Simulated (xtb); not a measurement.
Run report: GaPH₃F₃, energy and gradient calculation

GaPH₃F₃, SMILES [F][Ga-]([F])([F])[PH3+], computed with GFN2-xTB (xtb 6.7.1).

The geometry comes from this level: PBE0-D4/def2-TZVP.

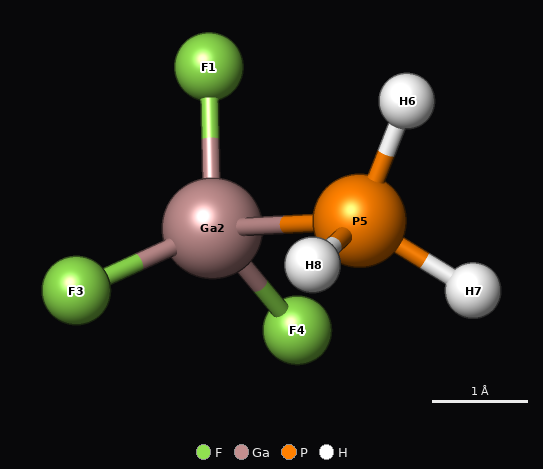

**Figure 1.** The structure as given in the input (ball-and-stick view, seen at a tilt; atoms are numbered from 1 in the order of the input). Sticks mark near contacts. Bond lengths as drawn: F–Ga 1.75 Å, Ga–P 2.49 Å and H–P 1.41 Å.

## Results in brief

```json
{"quantity": "outcome", "value": "converged"}
{"quantity": "electrons treated", "value": "32"}
{"quantity": "total energy", "value": "−19.615498 hartree"}
{"quantity": "dispersion energy", "value": "−0.004291 hartree"}
{"quantity": "basis functions", "value": "35"}
{"quantity": "largest force", "value": "0.732 eV/Å"}
{"quantity": "HOMO", "value": "−12.97 eV"}
{"quantity": "LUMO", "value": "−7.30 eV"}
{"quantity": "dipole moment", "value": "8.28 D"}
{"quantity": "hardware", "value": "1 thread of Intel Xeon @ 2.90GHz (Ice Lake), 16 GiB of memory available, shared host"}
{"quantity": "peak memory", "value": "0.073 GiB"}
```

## Input file (coord)
```
$coord
     -0.284214809144     -3.855608212074      2.412991288535  f
      1.391027400337     -2.212869291937      0.072565483186  ga
      4.363944539598     -1.014782928924      0.914438471706  f
      1.021585942973     -3.255998112730     -3.051151800821  f
     -1.098308823632      1.784090434259     -0.083525894708  p
     -3.156787491187      2.000842020754      1.582645629374  h
     -2.262380116402      2.402786767462     -2.390692520264  h
      0.199366106148      4.043635961474      0.437093652626  h
$end
```

Launch command:
```bash
xtb --grad --json --gfn 2 -- coord > run.log 2> xtb.err
```

## What the program printed
```
* xtb version 6.7.1
   ID    Z sym.   atoms
    1    9 f      1, 3, 4
    2   31 ga     2
    3   15 p      5
    4    1 h      6-8

           -------------------------------------------------
          |                Calculation Setup                |
           -------------------------------------------------

          program call               : xtb --grad --json --gfn 2 -- coord
          coordinate file            : coord
          omp threads                :                     1

           -------------------------------------------------
          |                 G F N 2 - x T B                 |
           -------------------------------------------------

      * Hamiltonian:
        H0-scaling (s, p, d)           1.850000    2.230000    2.230000
        zeta-weighting                 0.500000
      * Dispersion:
        s8                             2.700000
        a1                             0.520000
        a2                             5.000000
        s9                             5.000000
      * Repulsion:
        kExp                           1.500000    1.000000
        rExp                           1.000000
      * Coulomb:
        alpha                          2.000000
        third order                    shell-resolved
        anisotropic                    true
        a3                             3.000000
        a5                             4.000000
        cn-shift                       1.200000
        cn-exp                         4.000000
        max-rad                        5.000000

          ...................................................
          :                      SETUP                      :
          :.................................................:
          :  # basis functions                  35          :
          :  # atomic orbitals                  33          :
          :  # shells                           15          :
          :  # electrons                        32          :
          :  max. iterations                   250          :
          :  Hamiltonian                  GFN2-xTB          :
          :  restarted?                      false          :
          :  GBSA solvation                  false          :
          :  PC potential                    false          :
          :  electronic temp.          300.0000000     K    :
          :  accuracy                    1.0000000          :
          :  -> integral cutoff          0.2500000E+02      :
          :  -> integral neglect         0.1000000E-07      :
          :  -> SCF convergence          0.1000000E-05 Eh   :
          :  -> wf. convergence          0.1000000E-03 e    :
          :  Broyden damping             0.4000000          :
          :  net charge                          0          :
          :  unpaired electrons                  0          :
          ...................................................

 iter      E             dE          RMSdq      gap      omega  full diag
   1    -19.6124233 -0.196124E+02  0.766E+00    6.12       0.0  T
   2    -19.6483312 -0.359079E-01  0.502E+00    5.81       1.0  T
   3    -19.6505673 -0.223610E-02  0.264E+00    5.54       1.0  T
   4    -19.6510589 -0.491640E-03  0.767E-01    5.61       1.0  T
   5    -19.6512334 -0.174513E-03  0.832E-02    5.66       1.0  T
   6    -19.6512521 -0.186596E-04  0.593E-02    5.66       1.0  T
   7    -19.6512632 -0.111098E-04  0.221E-02    5.67       1.6  T
   8    -19.6512636 -0.365517E-06  0.958E-03    5.67       3.7  T
   9    -19.6512637 -0.163913E-06  0.198E-03    5.67      17.9  T
  10    -19.6512637 -0.996412E-08  0.349E-04    5.67     101.4  T
  11    -19.6512637  0.648548E-10  0.224E-04    5.67     157.9  T

   *** convergence criteria satisfied after 11 iterations ***

         #    Occupation            Energy/Eh            Energy/eV
      -------------------------------------------------------------
         1        2.0000           -0.8058532             -21.9284
       ...           ...                  ...                  ...
        10        2.0000           -0.4975528             -13.5391
        11        2.0000           -0.4901780             -13.3384
        12        2.0000           -0.4901760             -13.3384
        13        2.0000           -0.4807884             -13.0829
        14        2.0000           -0.4807878             -13.0829
        15        2.0000           -0.4788265             -13.0295
        16        2.0000           -0.4765739             -12.9682 (HOMO)
        17                         -0.2683316              -7.3017 (LUMO)
        18                         -0.2683230              -7.3014
        19                         -0.2567053              -6.9853
        20                         -0.1024084              -2.7867
        21                         -0.0964140              -2.6236
       ...                                ...                  ...
        33                          1.2310517              33.4986
      -------------------------------------------------------------
                  HL-Gap            0.2082423 Eh            5.6666 eV
             Fermi-level           -0.3724527 Eh          -10.1350 eV

 SCC (total)                   0 d,  0 h,  0 min,  0.005 sec
 SCC setup                      ...        0 min,  0.000 sec (  1.249%)
 Dispersion                     ...        0 min,  0.000 sec (  0.392%)
 classical contributions        ...        0 min,  0.000 sec (  0.215%)
 integral evaluation            ...        0 min,  0.001 sec ( 16.908%)
 iterations                     ...        0 min,  0.003 sec ( 49.732%)
 molecular gradient             ...        0 min,  0.002 sec ( 29.836%)
 printout                       ...        0 min,  0.000 sec (  1.533%)

         :::::::::::::::::::::::::::::::::::::::::::::::::::::
         ::                     SUMMARY                     ::
         :::::::::::::::::::::::::::::::::::::::::::::::::::::
         :: total energy             -19.615497595683 Eh    ::
         :: gradient norm              0.022561459613 Eh/a0 ::
         :: HOMO-LUMO gap              5.666560209292 eV    ::
         ::.................................................::
         :: SCC energy               -19.651259058432 Eh    ::
         :: -> isotropic ES            0.091893982724 Eh    ::
         :: -> anisotropic ES         -0.000210859183 Eh    ::
         :: -> anisotropic XC          0.000867789639 Eh    ::
         :: -> dispersion             -0.004291358168 Eh    ::
         :: repulsion energy           0.035761462749 Eh    ::
         :: add. restraining           0.000000000000 Eh    ::
         :: total charge              -0.000000000000 e     ::
         :::::::::::::::::::::::::::::::::::::::::::::::::::::

           -------------------------------------------------
          |                Property Printout                |
           -------------------------------------------------

    * Orbital Energies and Occupations

         #    Occupation            Energy/Eh            Energy/eV
      -------------------------------------------------------------
         1        2.0000           -0.8058532             -21.9284
       ...           ...                  ...                  ...
         4        2.0000           -0.7403004             -20.1446
         5        2.0000           -0.5759522             -15.6725
         6        2.0000           -0.5473598             -14.8944
         7        2.0000           -0.5473537             -14.8943
         8        2.0000           -0.4980510             -13.5527
         9        2.0000           -0.4980496             -13.5526
        10        2.0000           -0.4975528             -13.5391
        11        2.0000           -0.4901780             -13.3384
        12        2.0000           -0.4901760             -13.3384
        13        2.0000           -0.4807884             -13.0829
        14        2.0000           -0.4807878             -13.0829
        15        2.0000           -0.4788265             -13.0295
        16        2.0000           -0.4765739             -12.9682 (HOMO)
        17                         -0.2683316              -7.3017 (LUMO)
        18                         -0.2683230              -7.3014
        19                         -0.2567053              -6.9853
        20                         -0.1024084              -2.7867
        21                         -0.0964140              -2.6236
        22                         -0.0963602              -2.6221
        23                          0.0046793               0.1273
        24                          0.0516781               1.4062
        25                          0.0517114               1.4071
        26                          0.1249557               3.4002
        27                          0.1249697               3.4006
       ...                                ...                  ...
        33                          1.2310517              33.4986
      -------------------------------------------------------------
                  HL-Gap            0.2082423 Eh            5.6666 eV
             Fermi-level           -0.3724527 Eh          -10.1350 eV

     #   Z          covCN         q      C6AA      α(0)
     1   9 f        0.693    -0.236    11.623     4.025
     2  31 ga       2.961     0.153   214.854    32.871
     3   9 f        0.693    -0.236    11.624     4.025
     4   9 f        0.693    -0.236    11.623     4.025
     5  15 p        3.811     0.273   148.667    21.903
     6   1 h        0.976     0.094     1.839     2.119
     7   1 h        0.976     0.094     1.839     2.119
     8   1 h        0.976     0.094     1.839     2.119

 Mol. C6AA /au·bohr⁶  :       1614.276320
 Mol. C8AA /au·bohr⁸  :      88339.031988
 Mol. α(0) /au        :         73.207116

Wiberg/Mayer (AO) data.
largest (>0.10) Wiberg bond orders for each atom

 ---------------------------------------------------------------------------
     #   Z sym  total        # sym  WBO       # sym  WBO       # sym  WBO
 ---------------------------------------------------------------------------
     1   9 f    1.299 --     2 ga   1.107
     2  31 ga   3.986 --     4 f    1.107     1 f    1.107     3 f    1.106
                             5 p    0.536
     3   9 f    1.299 --     2 ga   1.106
     4   9 f    1.299 --     2 ga   1.107
     5  15 p    3.457 --     7 h    0.915     6 h    0.915     8 h    0.915
                             2 ga   0.536
     6   1 h    0.991 --     5 p    0.915
     7   1 h    0.991 --     5 p    0.915
     8   1 h    0.991 --     5 p    0.915
 ---------------------------------------------------------------------------

Topologies differ in total number of bonds
Writing topology from bond orders to xtbtopo.mol

molecular dipole:
                 x           y           z       tot (Debye)
 q only:       -1.778       2.855      -0.112
   full:       -1.722       2.765      -0.108       8.283
molecular quadrupole (traceless):
                xx          xy          yy          xz          yz          zz
 q only:       -0.137      -0.692       0.664       0.064      -0.106      -0.527
  q+dip:       -0.150      -0.812       0.765       0.067      -0.112      -0.615
   full:       -0.291      -2.003       1.788       0.115      -0.187      -1.497

           -------------------------------------------------
          | TOTAL ENERGY              -19.615497595683 Eh   |
          | GRADIENT NORM               0.022561459613 Eh/α |
          | HOMO-LUMO GAP               5.666560209292 eV   |
           -------------------------------------------------

------------------------------------------------------------------------
------------------------------------------------------------------------
 total:
 *  cpu-time:     0 d,  0 h,  0 min,  0.014 sec
 * ratio c/w:     1.000 speedup
 SCF:
 *  cpu-time:     0 d,  0 h,  0 min,  0.005 sec
 * ratio c/w:     1.000 speedup
```

## Standard error
```
normal termination of xtb
```

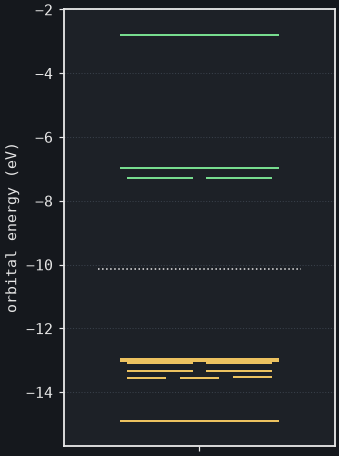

**Figure 2.** Orbital energies near the frontier; the dotted line parts filled from empty levels, and levels within 0.02 eV of each other stand side by side. Highest filled −12.97 eV, lowest empty −7.30 eV, 5.67 eV apart.
